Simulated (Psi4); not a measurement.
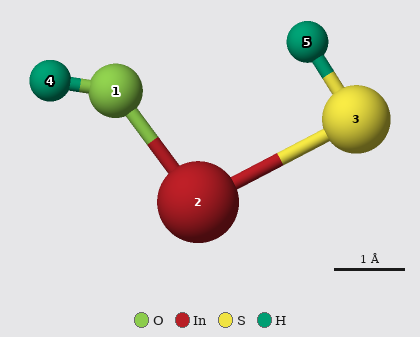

*The structure as given in the input (ball-and-stick view, seen on its broad side; atoms are numbered from 1 in the order of the input). Sticks mark near contacts.*

Bond lengths as drawn: H–O 0.95 Å, H–S 1.32 Å, In–O 2.00 Å and In–S 2.57 Å.

## Property calculation, with input and output: InH2SO

InH2SO, multiplicity 2, SMILES [OH][In][SH], computed with wB97X-D/def2-SV(P), UKS, core potentials def2 (Psi4 1.11).

The geometry comes from this level: GFN2-xTB.

### Log
```
Psi4 1.11 release

   => Loading Basis Set <=

    Name: DEF2-SV(P)
    Role: ORBITAL
    Keyword: BASIS

    !!!  WARNING: ECP capability is in beta. Please check occupations closely.  !!!

   => WB97X-D: Empirical Dispersion <=

    Chai and Head-Gordon Dispersion Correction

        s6 =       1.000000

         ---------------------------------------------------------
                                   SCF
                              UKS Reference
                        1 Threads,   1525 MiB Core
         ---------------------------------------------------------

  ==> Geometry <==

    Molecular point group: c1
    Full point group: C1

    Geometry (in Angstrom), charge = 0, multiplicity = 2:

       Center              X                  Y                   Z               Mass
    ------------   -----------------  -----------------  -----------------  -----------------
         O            0.531474065583     1.816618419332    -0.345390041481    15.994914619570
         IN          -0.155295934417     0.135408419332     0.480989958519   114.903878776000
         S            0.249444065583    -1.468241580668    -1.487290041481    31.972071174400
         H            0.676084065583     2.707468419332    -0.040140041481     1.007825032230
         H            0.681274065583    -0.398421580668    -2.134230041481     1.007825032230

  Running in c1 symmetry.

  Rotational constants: A =      0.29393  B =      0.08965  C =      0.06870 [cm^-1]
  Rotational constants: A =   8811.83662  B =   2687.76148  C =   2059.65609 [MHz]
  Nuclear repulsion =  155.516773500790862

  Charge       = 0
  Multiplicity = 2
  Electrons    = 47
  Nalpha       = 24
  Nbeta        = 23

  ==> Algorithm <==

  SCF Algorithm Type is PK.
  DIIS enabled.
  MOM disabled.
  Fractional occupation disabled.
  Guess Type is SAD.
  Energy threshold   = 1.00e-06
  Density threshold  = 1.00e-06
  Integral threshold = 1.00e-12

  ==> Primary Basis <==

  Basis Set: DEF2-SV(P)
    Blend: DEF2-SV(P)
    Number of shells: 28
    Number of basis functions: 62
    Number of Cartesian functions: 66
    Spherical Harmonics?: true
    Max angular momentum: 2

  Core potential: DEF2-SV(P)
    Number of shells: 4
    Number of ECP primitives: 18
    Number of ECP core electrons: 28
    Max angular momentum: 3

  ==> DFT Potential <==

   => LibXC <=

    Version 7.1.2

   => Composite Functional: WB97X-D <=

    wB97X-D Hyb-GGA Exchange-Correlation Functional

    Deriv               =              1
    GGA                 =           TRUE
    Meta                =          FALSE

    Exchange Hybrid     =           TRUE
    MP2 Hybrid          =          FALSE

   => Exchange-Correlation Functionals <=

    1.0000   wB97X-D range-separated functional

   => Exact (HF) Exchange <=

    0.7780            HF,LR [omega = 0.2000]
    0.2220               HF

   => LibXC Density Thresholds  <==

    XC_HYB_GGA_XC_WB97X_D:  1.00E-14

   => Molecular Quadrature <=

    Radial Scheme          =       TREUTLER
    Pruning Scheme         =           NONE
    Nuclear Scheme         =       TREUTLER

    Blocking Scheme        =         OCTREE
    BS radius alpha        =              1
    Pruning alpha          =              1
    Radial Points          =             99
    Spherical Points       =            590
    Total Points           =         278525
    Total Blocks           =           2096
    Max Points             =            256
    Max Functions          =             61
    Weights Tolerance      =       1.00E-15

  ==> Integral Setup <==

  Using in-core PK algorithm.
   Calculation information:
      Number of atoms:                   5
      Number of AO shells:              28
      Number of primitives:             61
      Number of atomic orbitals:        66
      Number of basis functions:        62

      Integral cutoff                 1.00e-12
      Number of threads:                 1

  Performing in-core PK
  Using 5724243 doubles for integral storage.
  We computed 75144 shell quartets total.
  Whereas there are 82621 unique shell quartets.

  Computing range-separated integrals for PK
  We computed 75144 wK shell quartets total.
  Whereas there are 82621 wK unique shell quartets.

  ==> DiskJK: Disk-Based J/K Matrices <==

    J tasked:                  Yes
    K tasked:                  Yes
    wK tasked:                 Yes
    Omega:               2.000E-01
    Memory [MiB]:              746
    Schwarz Cutoff:          1E-12

  Cached 100.0% of DFT collocation blocks in 0.389 [GiB].

  Minimum eigenvalue in the overlap matrix is 2.9603519370E-02.
  Reciprocal condition number of the overlap matrix is 7.6414996788E-03.
    Using symmetric orthogonalization.

  ==> Pre-Iterations <==

  SCF Guess: Superposition of Atomic Densities via on-the-fly atomic UHF (no occupation information).

   -------------------------
    Irrep   Nso     Nmo
   -------------------------
     A         62      62
   -------------------------
    Total      62      62
   -------------------------

  ==> Iterations <==

                        Total Energy        Delta E     RMS |[F,P]|

   @UKS iter SAD:  -663.04402591314795   -6.63044e+02   0.00000e+00
   @UKS iter   1:  -664.30355419699106   -1.25953e+00   1.26597e-02 ADIIS/DIIS
   @UKS iter   2:  -663.78548641267173    5.18068e-01   2.18004e-02 ADIIS/DIIS
   @UKS iter   3:  -664.58370110888484   -7.98215e-01   2.25322e-03 ADIIS/DIIS
   @UKS iter   4:  -664.59484849923001   -1.11474e-02   7.57871e-04 ADIIS/DIIS
   @UKS iter   5:  -664.59642266976493   -1.57417e-03   2.57026e-04 ADIIS/DIIS
   @UKS iter   6:  -664.59672064643178   -2.97977e-04   1.06920e-04 ADIIS/DIIS
   @UKS iter   7:  -664.59683721155363   -1.16565e-04   3.87997e-05 DIIS
   @UKS iter   8:  -664.59686230656916   -2.50950e-05   1.43554e-05 DIIS
   @UKS iter   9:  -664.59686631552802   -4.00896e-06   5.02692e-06 DIIS
   @UKS iter  10:  -664.59686676273918   -4.47211e-07   1.77800e-06 DIIS
   @UKS iter  11:  -664.59686681807352   -5.53343e-08   8.95988e-07 DIIS
  Energy and wave function converged.

  ==> Post-Iterations <==

   Electrons on quadrature grid:
      Nalpha   =   23.9999992550 ; deviation = -7.450e-07
      Nbeta    =   22.9999992246 ; deviation = -7.754e-07
      Ntotal   =   46.9999984796 ; deviation = -1.520e-06

   @Spin Contamination Metric:   9.424578495E-03
   @S^2 Expected:                7.500000000E-01
   @S^2 Observed:                7.594245785E-01
   @S   Expected:                5.000000000E-01
   @S   Observed:                5.000000000E-01

    Orbital Energies [Eh]
    ---------------------

    Alpha Occupied:

       1A    -88.990238     2A    -19.230179     3A     -8.042898
       4A     -5.997162     5A     -5.995015     6A     -5.987535
       7A     -4.791284     8A     -3.192285     9A     -3.188445
      10A     -3.184392    11A     -1.044231    12A     -0.869859
      13A     -0.864251    14A     -0.862233    15A     -0.861342
      16A     -0.857732    17A     -0.795054    18A     -0.566352
      19A     -0.473488    20A     -0.424726    21A     -0.392305
      22A     -0.381691    23A     -0.324789    24A     -0.297638

    Alpha Virtual:

      25A      0.012735    26A      0.067321    27A      0.080250
      28A      0.138434    29A      0.191616    30A      0.238088
      31A      0.241484    32A      0.256123    33A      0.305731
      34A      0.398908    35A      0.414667    36A      0.442641
      37A      0.446180    38A      0.523800    39A      0.567633
      40A      0.636039    41A      0.765810    42A      0.768646
      43A      0.791656    44A      0.828094    45A      0.830279
      46A      0.885815    47A      0.916132    48A      1.095657
      49A      1.106032    50A      1.130758    51A      1.178708
      52A      1.300096    53A      1.481119    54A      2.700732
      55A      2.730511    56A      2.749372    57A      2.819487
      58A      3.130618    59A     16.095012    60A     16.471037
      61A     16.765591    62A     61.797195

    Beta Occupied:

       1A    -88.988317     2A    -19.225744     3A     -8.040778
       4A     -5.994085     5A     -5.990019     6A     -5.986003
       7A     -4.789042     8A     -3.190377     9A     -3.186132
      10A     -3.182894    11A     -1.032238    12A     -0.866045
      13A     -0.861546    14A     -0.859382    15A     -0.858761
      16A     -0.854630    17A     -0.782024    18A     -0.559084
      19A     -0.466443    20A     -0.400735    21A     -0.376281
      22A     -0.357771    23A     -0.319846

    Beta Virtual:

      24A     -0.094456    25A      0.018113    26A      0.075931
      27A      0.085824    28A      0.141952    29A      0.194517
      30A      0.239829    31A      0.241263    32A      0.259182
      33A      0.310319    34A      0.402158    35A      0.423300
      36A      0.446002    37A      0.448375    38A      0.526593
      39A      0.571395    40A      0.642308    41A      0.769380
      42A      0.775846    43A      0.805239    44A      0.840203
      45A      0.844527    46A      0.891852    47A      0.920238
      48A      1.106959    49A      1.109845    50A      1.139573
      51A      1.185144    52A      1.305394    53A      1.487059
      54A      2.704307    55A      2.744156    56A      2.763284
      57A      2.833315    58A      3.137033    59A     16.097196
      60A     16.474424    61A     16.766152    62A     61.796401

    Final Occupation by Irrep:
              A
    DOCC [    23 ]
    SOCC [     1 ]
    NA   [    24 ]
    NB   [    23 ]

  @UKS Final Energy:  -664.59686681807352

   => Energetics <=

    Nuclear Repulsion Energy =            155.5167735007908618
    One-Electron Energy =               -1300.5450952798514663
    Two-Electron Energy =                 517.1960931402408050
    DFT Exchange-Correlation Energy =     -36.7634786833671114
    Empirical Dispersion Energy =          -0.0011594958865489
    VV10 Nonlocal Energy =                  0.0000000000000000
    Total Energy =                       -664.5968668180735222

  UHF NO Occupations:
  HONO-2 :   22  A 1.9988100
  HONO-1 :   23  A 1.9966983
  HONO-0 :   24  A 1.0000000
  LUNO+0 :   25  A 0.0033017
  LUNO+1 :   26  A 0.0011900
  LUNO+2 :   27  A 0.0001205
  LUNO+3 :   28  A 0.0000297

Computation Completed

Properties will be evaluated at   0.000000,   0.000000,   0.000000 [a0]

Properties computed using the SCF density matrix

 Multipole Moments:

 ------------------------------------------------------------------------------------
     Multipole            Electronic (a.u.)      Nuclear  (a.u.)        Total (a.u.)
 ------------------------------------------------------------------------------------

 L = 1.  Multiply by 2.5417464519 to convert [e a0] to [Debye]
 Dipole X            :        -12.1666715           11.9790515           -0.1876199
 Dipole Y            :          7.9330893           -7.1928538            0.7402355
 Dipole Z            :         36.2102374          -35.2119131            0.9983244
 Magnitude           :                                                    1.2569015

 ------------------------------------------------------------------------------------

	total time  =         15 seconds =       0.25 minutes

Properties will be evaluated at   0.000000,   0.000000,   0.000000 [a0]
OEProp: No title given, name of density matrix used for the following properties is 'SCF alpha density'

 Multipole Moments:

 ------------------------------------------------------------------------------------
     Multipole            Electronic (a.u.)      Nuclear  (a.u.)        Total (a.u.)
 ------------------------------------------------------------------------------------

 L = 1.  Multiply by 2.5417464519 to convert [e a0] to [Debye]
 Dipole X            :        -12.1666715           11.9790515           -0.1876199
 Dipole Y            :          7.9330893           -7.1928538            0.7402355
 Dipole Z            :         36.2102374          -35.2119131            0.9983244
 Magnitude           :                                                    1.2569015

 L = 2.  Multiply by 1.3450342976 to convert [e a0^2] to [Debye ang]
 Quadrupole XX       :        -47.6703208           16.7231263          -30.9471944
 Quadrupole XY       :        -10.2740484           10.6468594            0.3728110
 Quadrupole XZ       :         37.2665782          -37.3326356           -0.0660573
 Quadrupole YY       :       -276.8669555          245.5704242          -31.2965313
 Quadrupole YZ       :       -114.8905000          114.3778472           -0.5126528
 Quadrupole ZZ       :       -194.3418205          163.4183122          -30.9235083
 Traceless XX        :        125.2893782         -125.1808279            0.1085502
 Traceless YY        :       -103.9072566          103.6664700           -0.2407866
 Traceless ZZ        :        -21.3821216           21.5143580            0.1322364

 ------------------------------------------------------------------------------------
  Mulliken Charges: (a.u.)
   Center  Symbol    Alpha    Beta     Spin     Total
       1     O     4.41732  4.24375  0.17357 -0.66107
       2    IN    10.49182  9.99125  0.50057  0.51693
       3     S     8.34916  8.01481  0.33435 -0.36397
       4     H     0.33530  0.34096 -0.00566  0.32374
       5     H     0.40640  0.40922 -0.00282  0.18438

   Total alpha = 24.00000, Total beta = 23.00000, Total charge = -0.00000

  Lowdin Charges: (a.u.)
   Center  Symbol    Alpha    Beta     Spin     Total
       1     O     4.33458  4.17075  0.16382 -0.50533
       2    IN    10.64669 10.10612  0.54057  0.24719
       3     S     8.22041  7.92143  0.29898 -0.14184
       4     H     0.35238  0.35518 -0.00280  0.29244
       5     H     0.44594  0.44651 -0.00057  0.10755

  Total alpha = 24.00000, Total beta = 23.00000, Total charge = -0.00000

  Variable Map:
  ----------------------------------------------------------------------------
  "CURRENT ENERGY"                       =>    -664.596866818074
  "CURRENT REFERENCE ENERGY"             =>    -664.596866818074
  "DD SOLVATION ENERGY"                  =>       0.000000000000
  "DFT FUNCTIONAL TOTAL ENERGY"          =>    -664.595707322187
  "DFT TOTAL ENERGY"                     =>    -664.596866818074
  "DFT VV10 ENERGY"                      =>       0.000000000000
  "DFT XC ENERGY"                        =>     -36.763478683367
  "DISPERSION CORRECTION ENERGY"         =>      -0.001159495887
  "GRID ELECTRONS ALPHA"                 =>      23.999999254959
  "GRID ELECTRONS BETA"                  =>      22.999999224635
  "GRID ELECTRONS TOTAL"                 =>      46.999998479594
  "NUCLEAR REPULSION ENERGY"             =>     155.516773500791
  "ONE-ELECTRON ENERGY"                  =>   -1300.545095279851
  "PCM POLARIZATION ENERGY"              =>       0.000000000000
  "PE ENERGY"                            =>       0.000000000000
  "SCF ITERATION ENERGY"                 =>    -664.596866818074
  "SCF ITERATIONS"                       =>      11.000000000000
  "SCF TOTAL ENERGY"                     =>    -664.596866818074
  "TWO-ELECTRON ENERGY"                  =>     517.196093140241
  "WB97X-D DISPERSION CORRECTION ENERGY" =>      -0.001159495887
  "XC GRID RADIAL POINTS"                =>      99.000000000000
  "XC GRID SPHERICAL POINTS"             =>     590.000000000000
  "XC GRID TOTAL POINTS"                 =>  278525.000000000000

  Array Variable Map:
  ----------------------------------------------------------------------------
  "CURRENT DIPOLE"                       =>      -0.187619906544 ... 0.998324355013 1 by 3
  "DIPOLE"                               =>      -0.187619906544 ... 0.998324355013 1 by 3
  "QUADRUPOLE"                           =>     -30.947194439032 ... -30.923508308446 1 by 6
  "SCF DIPOLE"                           =>      -0.187619906544 ... 0.998324355013 1 by 3
  "SCF TOTAL ENERGIES"                   =>    -663.044025913148 ... -664.596866818074 1 by 12

    Psi4 run time: 0:00:15.04
```

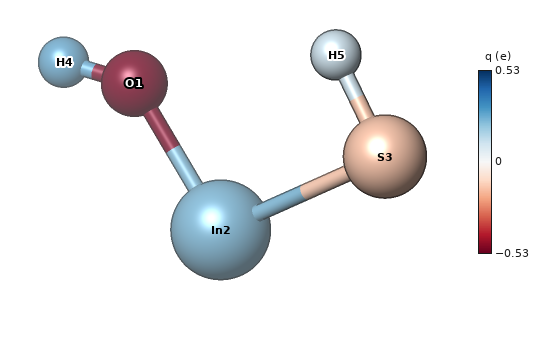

*Löwdin charges, as the colour of each atom (ball-and-stick view, seen at a tilt; atoms are numbered from 1 in the order of the input).*

By element: O −0.51, In +0.25, S −0.14 and H +0.11 to +0.29 e.

The run was set up as follows.

### Input file (calc.inp)
```
memory 1.6 GB

molecule molecule1 {
  0 2
  O      0.134880     1.258050     0.359820
  In    -0.551890    -0.423160     1.186200
  S     -0.147150    -2.026810    -0.782080
  H      0.279490     2.148900     0.665070
  H      0.284680    -0.956990    -1.429020
  units angstrom
  symmetry c1
}

set basis def2-SV(P)
set reference uks
set puream true
set scf_type pk
set dft_radial_points 99
set dft_spherical_points 590
set maxiter 150

e_tot, wfn = energy('wb97x-d', return_wfn=True)
oeprop(wfn, 'DIPOLE', 'QUADRUPOLE', 'MULLIKEN_CHARGES', 'LOWDIN_CHARGES')
print_variables()
```

Run as:
```bash
psi4 calc.inp calc.out -n 1
```

### Results in brief

```tsv
quantity	value
outcome	converged
total energy	−664.596867 hartree
dispersion energy	−0.001159 hartree
basis functions	62
⟨S²⟩	0.759
dipole moment	3.19 D
hardware	1 thread of Intel Xeon (Sapphire Rapids), 16 GiB of memory available, shared host
wall time	17 s
peak memory	0.67 GiB
```
